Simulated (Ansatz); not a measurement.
# MgCd3 (Pm-3m): relaxations under a series of pressures in Python

The task is relaxations under a series of pressures, for MgCd3 (Pm-3m).

All numbers are computed with the Python package of Ansatz 0.2.0. Level of theory: DFT r2SCAN, plane waves, PAW.

## (1) Starting point

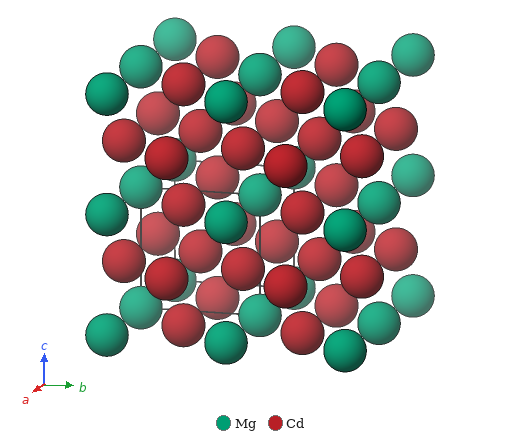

The starting structure, viewed slightly off an axis; magnesium teal, cadmium red. 2×2×2 cells are drawn. Atoms on cell faces are repeated.

No structure file is read: the coordinates are typed or built in the script.

## (2) Script

mgcd3.py

```python
"""Cell of MgCd3 under pressure."""

import ansatz as az
import numpy as np

XC = "r2scan"
KGRID = (6, 6, 6)
OCCUPATIONS = "fermi_dirac"
SMEARING_WIDTH = 0.15
SCF_TOL = 1e-10

def edges_and_angles(cell):
    cell = np.asarray(cell)
    a, b, c = np.linalg.norm(cell, axis=1)
    cosines = cell[1] @ cell[2] / (b * c), cell[0] @ cell[2] / (a * c), cell[0] @ cell[1] / (a * b)
    return (a, b, c, *np.degrees(np.arccos(cosines)))


def main() -> None:
    structure = (
        az.Lattice.of((4.39498, 0.0, 0.0), (0.0, 4.39498, 0.0), (0.0, 0.0, 4.39498))
        .atom("Mg", (0.0, 0.0, 0.0))
        .atom("Cd", (0.5, 0.5, 0.0))
        .atom("Cd", (0.5, 0.0, 0.5))
        .atom("Cd", (0.0, 0.5, 0.5))
    )

    model = (
        structure.calculation()
        .functional(XC)
        .kpoints(*KGRID)
        .occupations(OCCUPATIONS, width=SMEARING_WIDTH)
        .scf(tolerance=SCF_TOL)
    )

    # H = F + PV, with 1 GPa A^3 = 1/160.21766 eV
    rows = []
    for pressure in [0, 10, 20, 30, 40]:
        result = model.relax(cell=True, pressure=pressure).run()
        cell = result.lattice.cell_ang
        n_atoms = len(result.lattice.sites)
        volume = abs(np.linalg.det(cell)) / n_atoms
        enthalpy = result.report["free_energy_ev"] / n_atoms + pressure * volume / 160.21766
        rows.append((pressure, volume, enthalpy, *edges_and_angles(cell)))
        print(f"{pressure} GPa done: {volume:.4f} A^3/atom")

    print(" P (GPa)  V (A^3/atom)  H (eV/atom)     a       b       c")
    for row in rows:
        print("{:8.1f} {:12.4f} {:14.5f} {:7.4f} {:7.4f} {:7.4f}".format(*row[:6]))
    p, v = np.array([row[0] for row in rows], float), np.array([row[1] for row in rows])
    print("mean bulk modulus between rows (GPa):", np.round(-np.diff(p) / np.diff(np.log(v)), 1))


if __name__ == "__main__":
    main()
```

## (3) The input behind the calls

The engine receives this input (first run):

```yaml
crystal:
  lattice:
    - [4.39498, 0.0, 0.0]
    - [0.0, 4.39498, 0.0]
    - [0.0, 0.0, 4.39498]
  atoms:
    - { symbol: Mg, position: [0.0, 0.0, 0.0] }
    - { symbol: Cd, position: [0.5, 0.5, 0.0] }
    - { symbol: Cd, position: [0.5, 0.0, 0.5] }
    - { symbol: Cd, position: [0.0, 0.5, 0.5] }
kpoints:
  mp_grid:
    grid: [6, 6, 6]
hamiltonian:
  xc: r2scan
scf:
  convergence:
    dr2_threshold: 1.0e-10
  occupations:
    method: fermi_dirac
    width: 0.15
relax:
  cell:
    p_target: 0.0
```

## (4) The run

Run with:

```
$ python mgcd3.py
```

Standard output:

```text
DeckWarning: basis.ecutwfc = 500 eV, auto-derived from the records' recommended cutoffs: set by Mg (their level for a meta-GGA)
0 GPa done: 21.3152 A^3/atom
10 GPa done: 18.5978 A^3/atom
20 GPa done: 17.0990 A^3/atom
30 GPa done: 16.0697 A^3/atom
40 GPa done: 15.2986 A^3/atom
 P (GPa)  V (A^3/atom)  H (eV/atom)     a       b       c
     0.0      21.3152    -6682.79649  4.4013  4.4013  4.4013
    10.0      18.5978    -6681.56220  4.2057  4.2057  4.2057
    20.0      17.0990    -6680.45214  4.0896  4.0896  4.0896
    30.0      16.0697    -6679.41886  4.0058  4.0058  4.0058
    40.0      15.2986    -6678.44102  3.9407  3.9407  3.9407
mean bulk modulus between rows (GPa): [ 73.3 119.  161.1 203.3]
```

(Warnings from the package without file and line.)

Run time: 2.1 min. Hardware: 1 thread of Intel Xeon 6975P-C (Granite Rapids), shared host; peak memory 0.72 GiB.

## (5) Run by run

From the records of these 5 runs:

| run | pressure asked (GPa) | energy from run 1 (meV/atom) | final volume (Å³/atom) | pressure (GPa) | SCF cycles in all | CPU time (s) |
| --- | --- | --- | --- | --- | --- | --- |
| 1 | 0 | 0.00 | 21.32 | 0.00 | 28 | 17 |
| 2 | 10 | 73.52 | 18.60 | 9.95 | 46 | 22 |
| 3 | 20 | 209.88 | 17.10 | 19.95 | 56 | 27 |
| 4 | 30 | 368.66 | 16.07 | 30.00 | 65 | 32 |
| 5 | 40 | 536.03 | 15.30 | 39.96 | 56 | 27 |

Energies are free energies F = E - TS of the smeared occupations. 

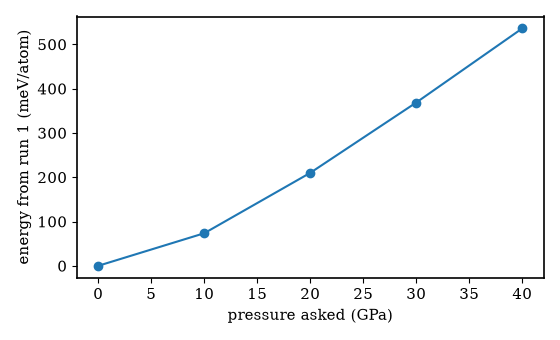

Energy against pressure asked; lines join the points.

## (6) The relaxation of run 1, step by step

Step by step:

```csv
step,E - E(step 1) (eV/cell),largest force component (eV/Å),pressure (GPa),volume (Å³)
1,0.0000,0.0000,0.23,84.89
2,0.0000,0.0000,-0.05,85.35
3,-0.0001,0.0000,0.00,85.26
4,-0.0003,0.0000,0.00,85.26
```

Step 1 is the start. Step 4 repeats the geometry before it on a plane-wave basis chosen anew for that cell, so its energy need not be comparable with the rows above.

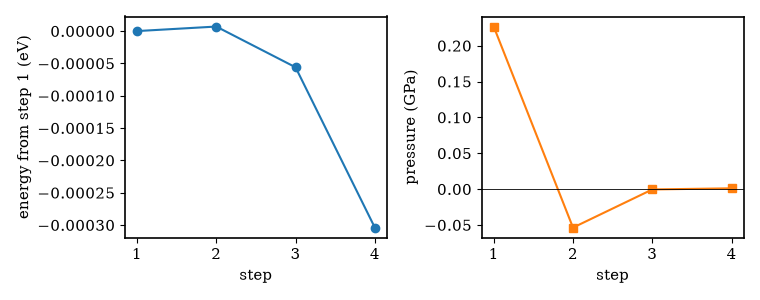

Energy and pressure along the relaxation.

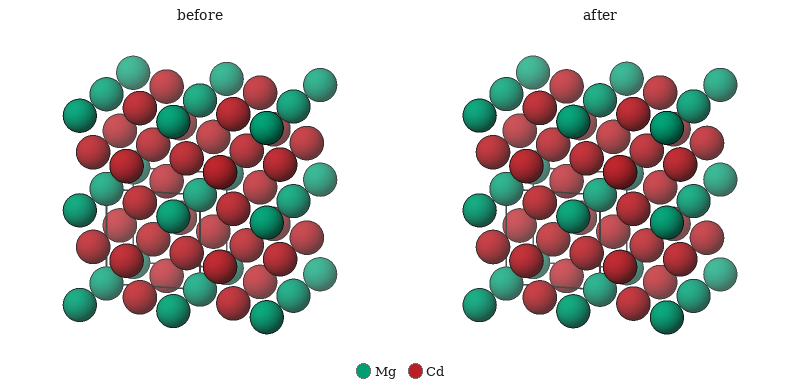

Before and after, at one scale. The change is too small to see at this scale.

«Before» is this run's own start.

|  | before | after | change |
| --- | --- | --- | --- |
| a (Å) | 4.395 | 4.401 | +0.1 % |
| b (Å) | 4.395 | 4.401 | +0.1 % |
| c (Å) | 4.395 | 4.401 | +0.1 % |
| volume (Å³/atom) | 21.22 | 21.32 | +0.4 % |
| shortest distance (Å) | 3.108 | 3.112 | +0.1 % |
| space group (0.01 Å) | Pm-3m | Pm-3m | same |

Forces and stress were held to the start's 48 operations: a distortion of lower symmetry was not tested.

## (7) How the relaxation of run 5 went

The steps of the relaxation:

```
step  energy from step 1 (eV/cell)  largest force component (eV/Å)  pressure (GPa)  volume (Å³)
   1                        0.0000                          0.0000            0.23        84.89
   2                        0.3776                          0.0000           11.82        73.07
   3                        1.8484                          0.0000           35.81        62.40
   4                        2.2090                          0.0000           41.11        60.89
   5                        2.1335                          0.0000           40.01        61.19
   6                        2.1438                          0.0000           39.96        61.19
```

Step 1 is the start. Step 6 repeats the geometry before it on a plane-wave basis chosen anew for that cell, so its energy need not be comparable with the rows above.

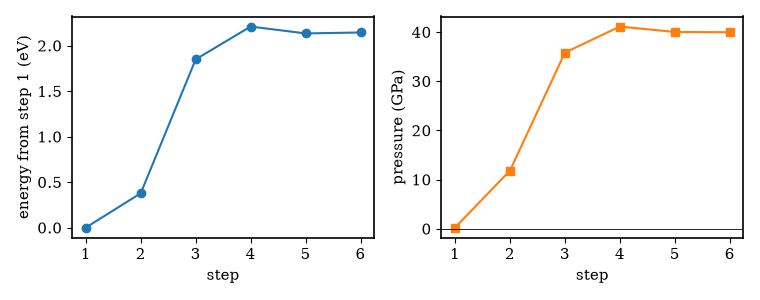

Energy and pressure along the relaxation.

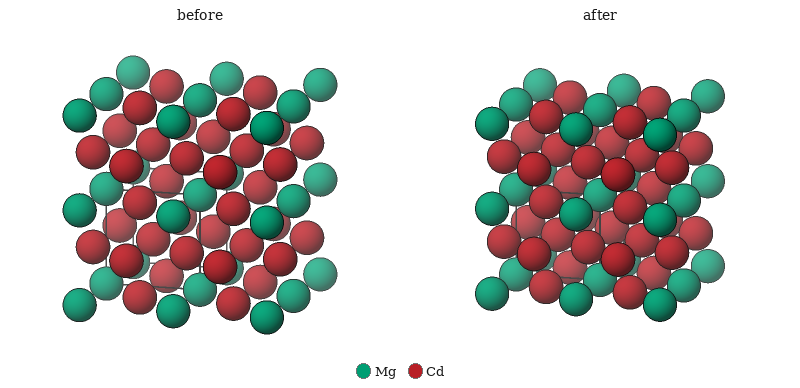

Before and after, at one scale.

«Before» is this run's own start.

|  | before | after | change |
| --- | --- | --- | --- |
| a (Å) | 4.395 | 3.941 | -10.3 % |
| b (Å) | 4.395 | 3.941 | -10.3 % |
| c (Å) | 4.395 | 3.941 | -10.3 % |
| volume (Å³/atom) | 21.22 | 15.30 | -27.9 % |
| shortest distance (Å) | 3.108 | 2.786 | -10.3 % |
| space group (0.01 Å) | Pm-3m | Pm-3m | same |

The run keeps the 48 symmetry operations of the start, so it could not have lowered the symmetry.

Under a set pressure the enthalpy E + pV is minimised, so E itself may rise.

## (8) What came out

| quantity | value |
| --- | --- |
| bulk modulus between neighbouring pressures | 73.3 to 203.3 GPa |
| runs compared | 5 |
| range of energy | 536.03 meV/atom |

What this shows: The crystal stiffens as it is compressed. The volume falls from 21.32 Å³ an atom at 0 GPa to 15.30 at 40 GPa, by 28.2 %. Between 0 and 10 GPa, -V dP/dV is about 73 GPa, a mean over that step. In run 1, the volume grew by 0.4 % over 2 moves, and the space group stayed Pm-3m. In run 5, the volume shrank by 27.9 % over 4 moves under the 40 GPa asked, and the space group stayed Pm-3m. Notes:
- At a fixed pressure a relaxation lowers the enthalpy F + PV, while F alone can rise.
- The mesh is modest for a metal, so energies can be off by several to tens of meV an atom and pressures by half a GPa or more; differences at equal mesh fare better.
- A Fermi-Dirac width this large means warm electrons, whose thermal share enters the free energy.
- This cell is a computed structure, which may not be the phase found in nature.
- Symmetry holds the cell in this phase, so another phase that may be stable under pressure is not reached.
